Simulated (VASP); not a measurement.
Band structure of TeW$_{2}$Se$_{3}$ (space group P3m1). These are LDA (Ceperley-Alder, Perdew-Zunger) with spin-orbit coupling, VASP's LDA PAW potentials (set 64) (plane waves; VASP) values and carry that method's errors.

The path is coarsely sampled, so an indirect gap can come out somewhat too large.

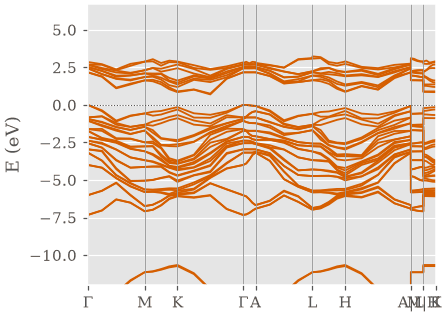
Figure: Bands along high-symmetry lines, zero at the valence-band maximum or, without a gap, the Fermi level

Q: Read the plot: is there a gap, and where are the band edges?

A: The gap is indirect, 0.70 eV, from the valence maximum at Γ to the conduction minimum at K-Γ at 0.50.

The structure comes from a computed database's TeW2Se3 entry (P3m1); how it stands against other phases isn't given here. It was relaxed first, which changed the volume by -15 %.
